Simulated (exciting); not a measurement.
# Core excitons at the S L₂,₃ edge of KLuS2

How far do the exchange and direct terms reshape the S L₂,₃ edge of KLuS2?

Program: exciting sodium. Level of theory: X-ray absorption, core-level Bethe-Salpeter equation, exchange and statically screened direct term, Tamm-Dancoff, all-electron LAPW+lo LDA. Results are calculated unless marked as measured.

**1. The starting structure**

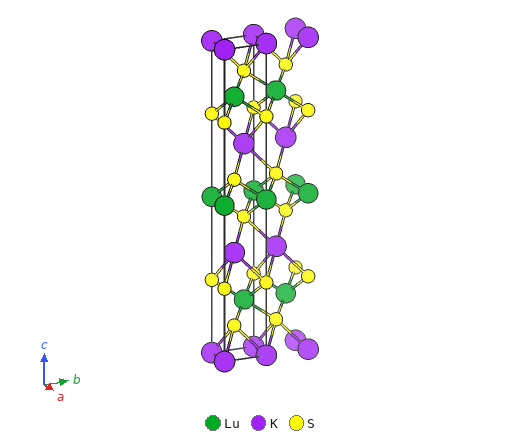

The cell as given, slightly off an axis (lutetium green, potassium purple, sulfur yellow). 1×2×1 cells are drawn. This picture shows the conventional cell, with its axes. Bonds to atoms that aren't drawn are left out. Some periodic images of atoms are drawn too.

As a file:

```cif
data_structure
_symmetry_space_group_name_H-M 'R-3m:H'
_symmetry_Int_Tables_number 166
_cell_length_a 3.9490
_cell_length_b 3.9490
_cell_length_c 21.8710
_cell_angle_alpha 90.000
_cell_angle_beta 90.000
_cell_angle_gamma 120.000
_cell_volume 295.37
loop_
_atom_site_label
_atom_site_type_symbol
_atom_site_symmetry_multiplicity
_atom_site_Wyckoff_symbol
_atom_site_fract_x
_atom_site_fract_y
_atom_site_fract_z
_atom_site_occupancy
Lu1 Lu 3 b 0.33333 0.66667 0.16667 1
K1 K 3 a 0.00000 0.00000 0.00000 1
S1 S 6 c 0.66667 0.33333 0.09964 1
```

Differences between curves are given as r.m.s. difference over r.m.s. height.

**2. Ground state**

The species files are the program's own, with muffin-tin radii set in the input.

Contents of input.xml:

```
<input>
  <title>KLuS2</title>
  <structure speciespath="." autormt="false" epslat="1.0e-5">
    <crystal>
      <basevect>3.7312642324 2.1542464090 13.7767333546</basevect>
      <basevect>-3.7312642324 2.1542464090 13.7767333546</basevect>
      <basevect>0.0000000000 -4.3084928179 13.7767333546</basevect>
    </crystal>
    <species speciesfile="Lu.xml" rmt="2.300">
      <atom coord="0.5000000000 0.5000000000 0.5000000000"/>
    </species>
    <species speciesfile="K.xml" rmt="2.464">
      <atom coord="0.0000000000 0.0000000000 0.0000000000"/>
    </species>
    <species speciesfile="S.xml" rmt="2.300">
      <atom coord="0.7663100000 0.7663100000 0.7663100000"/>
      <atom coord="0.2336900000 0.2336900000 0.2336900000"/>
    </species>
  </structure>
  <groundstate do="fromscratch" xctype="LDA_PW" ngridk="3 3 3" rgkmax="7" gmaxvr="14" nempty="8" swidth="0.001" maxscl="100" epsengy="1e-5"/>
</input>
```

The run is started by

```sh
$ OMP_NUM_THREADS=1 mpirun -n 4 exciting
```

Numbers of over 12 decimals in the logs are rounded to 6 here.

The program printed:

```text
EXCITING SODIUM started
********************************************************************************
* Ground-state run starting from atomic densities                              *
********************************************************************************
+ Starting initialization                                                      +
[... lattice and species ...]
 Spin treatment                             :    spin-unpolarised
 Number of Bravais lattice symmetries       :      12
[...]
+ Self-consistent loop stopped                                                 +
 STATE.OUT is written
********************************************************************************
* Groundstate module stopped                                                   *
********************************************************************************
 Total time spent (seconds)                 :        66.05
- CAUTION! Warnings have been written in file WARNING.OUT !                    -
| EXCITING SODIUM stopped                                                      =
[key lines of the parts left out:]
Total energy                               :    -15969.17959492
Fermi energy                               :         0.16104077
```

Wall time 68 s (4 MPI ranks of Intel Xeon at 2.70GHz, shared host).

The warnings file holds hints only, no warning.

The mesh shows a gap of 2.30 eV. Core levels (Dirac, from the valence top):

```tsv
atom	level	energy (eV)
S	1s1/2	-2388.8
S	2s1/2	-202.8
S	2p1/2	-149.3
S	2p3/2	-148.1
```

**3. A richer basis for the empty states**

Each species file gets more local orbitals, built from u and its energy derivative at 0.15 Ha and u at 0.9 Ha.

input.xml is that of step 2.

Contents of SPECIES.xml, added lines:

```
<lo l="L">  <!-- L = 0, 1, 2, and 3 from Cs on -->
  <wf matchingOrder="0" trialEnergy="0.1500" searchE="false"/>
  <wf matchingOrder="1" trialEnergy="0.1500" searchE="false"/>
  <wf matchingOrder="0" trialEnergy="0.9000" searchE="false"/>
</lo>
```

The run is started by

```sh
$ OMP_NUM_THREADS=1 mpirun -n 4 exciting
```

The program printed:

```text
EXCITING SODIUM started
********************************************************************************
* Ground-state run starting from atomic densities                              *
********************************************************************************
+ Starting initialization                                                      +
[... lattice and species ...]
 Spin treatment                             :    spin-unpolarised
 Number of Bravais lattice symmetries       :      12
[...]
+ Self-consistent loop stopped                                                 +
 STATE.OUT is written
********************************************************************************
* Groundstate module stopped                                                   *
********************************************************************************
 Total time spent (seconds)                 :        64.86
- CAUTION! Warnings have been written in file WARNING.OUT !                    -
| EXCITING SODIUM stopped                                                      =
[key lines of the parts left out:]
Total energy                               :    -15969.18042233
Fermi energy                               :         0.16126879
```

Elapsed: 66 s, on 4 MPI ranks.

Against the first ground state the total energy moves by -6 meV an atom and the gap by 0.00 eV.

**4. Screening, kernels and BSE for S atom 3**

The absorber has 3 Lu at 2.71 Å and 3 K at 3.15 Å (distorted octahedral, site symmetry 3m).

Edit input.xml of step 3 so:

```diff
@@ -19,3 +19,19 @@
   </structure>
-  <groundstate do="fromscratch" xctype="LDA_PW" ngridk="3 3 3" rgkmax="7" gmaxvr="14" nempty="8" swidth="0.001" maxscl="100" epsengy="1e-5"/>
+  <groundstate do="skip" xctype="LDA_PW" ngridk="3 3 3" rgkmax="7" gmaxvr="14" nempty="8" swidth="0.001" maxscl="100" epsengy="1e-5"/>
+  <xs xstype="BSE" ngridk="3 3 3" ngridq="3 3 3" vkloff="0.097 0.273 0.493" rgkmax="7" nempty="48" gqmax="3" lmaxapwwf="5" lmaxemat="3" broad="0.01654" tevout="true">
+    <energywindow intv="5.083 6.747" points="452"/>
+    <screening screentype="full" nempty="74"/>
+    <BSE xas="true" xasspecies="3" xasatom="1" xasedge="L23" bsetype="singlet" nstlxas="1 44"/>
+    <qpointset>
+      <qpoint>0 0 0</qpoint>
+    </qpointset>
+    <plan>
+      <doonly task="xsgeneigvec"/>
+      <doonly task="writepmatxs"/>
+      <doonly task="scrgeneigvec"/>
+      <doonly task="scrwritepmat"/>
+      <doonly task="screen"/>
+      <doonly task="scrcoulint"/>
+    </plan>
+  </xs>
 </input>
```

Contents of input.xml for the exchange start (cutoff and plan only):

```
  gqmax="2.5"
  <plan>
    <doonly task="exccoulint"/>
  </plan>
```

Contents of input.xml for the last start (plan only):

```
  <plan>
    <doonly task="bse"/>
  </plan>
```

The run is started by

```sh
$ OMP_NUM_THREADS=1 mpirun -n 4 exciting
$ OMP_NUM_THREADS=1 mpirun -n 4 exciting
$ OMP_NUM_THREADS=4 exciting
```

The program printed:

```text
| EXCITING SODIUM started for task xsgeneigvec ( 301)                          =
One-shot GS runs for BSE calculations
One-shot GS runs for k+qmt/2 grids
Info(xsgeneigvec): Generating eigenvectors for Q-point      1
Info(xsgeneigvec): Generation of eigenvectors finished
| EXCITING SODIUM started for task writepmatxs ( 320)                          =
Info(writepmatxs): Momentum matrix elements finished
| EXCITING SODIUM started for task scrgeneigvec ( 401)                         =
One-shot GS runs for BSE calculations
One-shot GS runs for k+qmt/2 grids
[...]
Info(setup_bse_block): Setting up RR part of hamiltonian
Info(setup_bse_block): Singlet spin state
Info(bse): Diagonalizing RR Hamiltonian (TDA)
Info(bse): Invoking Lapack routine ZHEEVR
      7128 eigen solutions found in the interval:
         i1=       1 i2=    7128
Info(bse): Writing excition energies and oscillator strengths to text file.
Info(makespectrum_dist): Making spectrum using formula for coupling with time reversed AR basis.
Info(makespectrum_dist): Using formalism for vanishing momentum transfer.
Info(writederived): Writing quantities derived from the macroscopic dielectric function.
Info(bselauncher): Spectrum finished for iqmt=  1
Info(bselauncher): All done for BSE type singlet
```

Elapsed: 40 min, on 4 MPI ranks.

Wall time by task: xsgeneigvec 12 s, writepmatxs 9.7 s, scrgeneigvec 9.4 s, scrwritepmat 7.8 s, screen 3.4 min, scrcoulint 7.8 min, exccoulint 21 min, bse 6.3 min.

The S L₂,₃ spectrum of S atom 3 (energy from the Kohn–Sham onset, core level to the lowest empty state found on the meshes used, 150.24 eV; the shifted mesh sets it, since it comes nearer the band minimum than the ground-state mesh; Im ε scaled to the maximum of the singlet run; cut below the end of the band set):

```tsv
E (eV)	isotropic	ε ⊥ c	ε ∥ c
-3.0	0.02	0.02	0.02
-2.0	0.04	0.04	0.04
-1.0	0.10	0.10	0.11
0.0	0.20	0.20	0.19
1.0	0.36	0.37	0.35
2.0	0.51	0.49	0.54
3.0	0.44	0.44	0.43
4.0	0.38	0.38	0.37
5.0	0.41	0.42	0.41
6.0	0.44	0.44	0.44
7.0	0.53	0.55	0.51
8.0	0.67	0.67	0.65
9.0	0.83	0.81	0.87
10.0	0.98	0.97	1.01
11.0	0.93	0.94	0.91
12.0	0.86	0.89	0.80
13.0	0.80	0.79	0.81
14.0	0.80	0.78	0.83
15.0	0.85	0.85	0.84
16.0	0.80	0.82	0.76
17.0	0.70	0.71	0.68
18.0	0.60	0.59	0.60
19.0	0.59	0.57	0.64
20.0	0.60	0.56	0.67
21.0	0.57	0.57	0.57
```

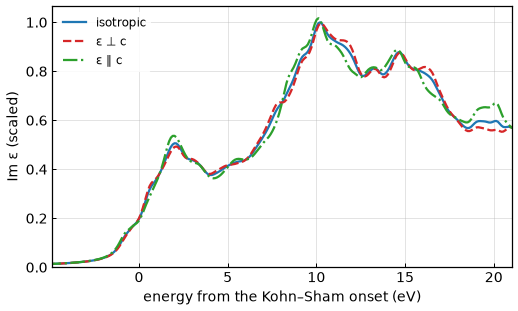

The S L₂,₃ edge of S atom 3.

Maxima (height): 2.0 eV (0.51), 10.2 eV (1.00), 13.3 eV (0.81), 14.6 eV (0.88) and 20.1 eV (0.60).

The Hamiltonian has 7128 rows. The lowest groups of eigenvalues and the brightest ones, on the scale above. Core spinors bring spin-forbidden partners, so dark means forbidden by spin or by symmetry, and the shifted mesh splits states that symmetry would keep together:

```tsv
energy (eV)	states within 10 meV	relative strength
-0.853	4	0.39
-0.779	4	0.39
-0.415	4	0.61
-0.274	4	0.25
-0.215	4	0.21
-0.101	4	0.018
0.592	4	0.92
2.031	6	0.78
10.028	6	0.94
10.051	4	0.81
10.112	6	1.00
10.238	8	0.72
14.738	6	0.68
```

**5. Independent particles**

Edit input.xml of step 4 so:

```diff
@@ -23,3 +23,3 @@
     <screening screentype="full" nempty="74"/>
-    <BSE xas="true" xasspecies="3" xasatom="1" xasedge="L23" bsetype="singlet" nstlxas="1 44"/>
+    <BSE xas="true" xasspecies="3" xasatom="1" xasedge="L23" bsetype="IP" nstlxas="1 44"/>
     <qpointset>
@@ -28,8 +28,3 @@
     <plan>
-      <doonly task="xsgeneigvec"/>
-      <doonly task="writepmatxs"/>
-      <doonly task="scrgeneigvec"/>
-      <doonly task="scrwritepmat"/>
-      <doonly task="screen"/>
-      <doonly task="scrcoulint"/>
+      <doonly task="bse"/>
     </plan>
```

The run is started by

```sh
$ OMP_NUM_THREADS=4 exciting
```

The program printed:

```text
| EXCITING SODIUM started for task bse ( 445)                                  =
Info(bselauncher): Init time:    2.740331
Info(bselauncher): Setting up and diagonalizing BSE Hamiltonian.
Info(bselauncher): Using momentum transfer vectors from list :   1 to  1
Info(bselauncher): Distributing qmt-points over   1 processes.
Info(bselauncher): BSE type: IP
Info(bselauncher): Momentum transfer list index: iqmt=  1
Info(bselauncher): Momentum transfer: vqmtl=   0.000   0.000   0.000
Info(bse): Inspecting occupations...
Info(setranges_modxs): Number of non-reduced k-points:       27
[...]
highest unoccupied state:  67
  Opening gap with a scissor of:      0.000/H      0.000/eV
Info(select_transitions): Number of participating transitions:    7128
Info(bse): Selecting transitions...
Info(bse):bsegap (eV):   150.236445
Info(bse): IP requested, nothing much to do
Info(bse): Writing excition energies and oscillator strengths to text file.
Info(makespectrum_dist): Making spectrum using formula for coupling with time reversed AR basis.
Info(makespectrum_dist): Using formalism for vanishing momentum transfer.
Info(writederived): Writing quantities derived from the macroscopic dielectric function.
Info(bselauncher): Spectrum finished for iqmt=  1
Info(bselauncher): All done for BSE type IP
```

Run time: 4.5 s. Hardware: 4 threads.

Maxima (height): 6.1 eV (0.35), 12.8 eV (0.87) and 17.7 eV (0.94). Against the singlet run the r.m.s. difference is 38 %. Moving the earlier curve by +3.2 eV leaves 15 %. The highest maximum lies at 17.7 eV (0.94), against 10.2 eV (1.00).

**6. Exchange alone**

Edit input.xml of step 5 so:

```diff
@@ -23,3 +23,3 @@
     <screening screentype="full" nempty="74"/>
-    <BSE xas="true" xasspecies="3" xasatom="1" xasedge="L23" bsetype="IP" nstlxas="1 44"/>
+    <BSE xas="true" xasspecies="3" xasatom="1" xasedge="L23" bsetype="RPA" nstlxas="1 44"/>
     <qpointset>
```

The run is started by

```sh
$ OMP_NUM_THREADS=4 exciting
```

The program printed:

```text
| EXCITING SODIUM started for task bse ( 445)                                  =
Info(bselauncher): Init time:    2.389355
Info(bselauncher): Setting up and diagonalizing BSE Hamiltonian.
Info(bselauncher): Using momentum transfer vectors from list :   1 to  1
Info(bselauncher): Distributing qmt-points over   1 processes.
Info(bselauncher): BSE type: RPA
Info(bselauncher): Momentum transfer list index: iqmt=  1
Info(bselauncher): Momentum transfer: vqmtl=   0.000   0.000   0.000
Info(bse): Inspecting occupations...
Info(setranges_modxs): Number of non-reduced k-points:       27
[...]
Info(setup_bse_block): Setting up RR part of hamiltonian
Info(setup_bse_block): Using RPA approximation
Info(bse): Diagonalizing RR Hamiltonian (TDA)
Info(bse): Invoking Lapack routine ZHEEVR
      7128 eigen solutions found in the interval:
         i1=       1 i2=    7128
Info(bse): Writing excition energies and oscillator strengths to text file.
Info(makespectrum_dist): Making spectrum using formula for coupling with time reversed AR basis.
Info(makespectrum_dist): Using formalism for vanishing momentum transfer.
Info(writederived): Writing quantities derived from the macroscopic dielectric function.
Info(bselauncher): Spectrum finished for iqmt=  1
Info(bselauncher): All done for BSE type RPA
```

Wall time 7.3 min (4 threads).

Maxima (height): 6.1 eV (0.33), 12.9 eV (0.83) and 17.8 eV (0.95). The spectrum differs from the independent-particle run by 4 % r.m.s.

[end of part 1 of 2]

[Banner, clock and machine lines of the logs are left out without a mark of their own.]

[Logs are printed without paths, hosts, clocks, repeated set-up lines and the standing remarks that a program may print on its own settings, such as how far it seeks lower states.]

[Hosts, paths, dates, database ids (printed as entryN), source tags and the programs' standing remarks are cut or masked in the printed files.]
